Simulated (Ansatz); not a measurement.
Start from KTaO3 in the cubic perovskite structure (space group Pm-3m, No. 221; a = 3.9901 Å). Axes: x, y, z lie along the cube axes.

Structures relaxed with r2SCAN/PAW in Ansatz (a first-principles code), without spin-orbit coupling.

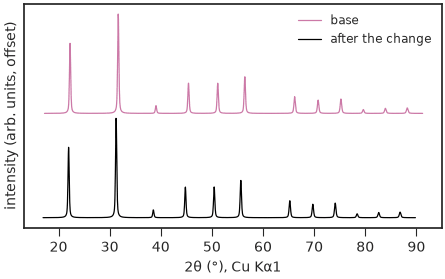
Figure: Simulated powder patterns before (top) and after one change

Task: What was done to the base?
(A) isotropic strain +1.29 %
(B) biaxial strain −4.49 %, plane normal [111], relaxed out of plane
(C) tensor shear ε_xz = −3.10 %
(D) isotropic strain −1.22 %

Result: A, isotropic strain +1.29 %. Its volume per atom is 13.20 Å³ against 12.71 Å³, and its space group is Pm-3m (No. 221).

No phonon test of stability was made.
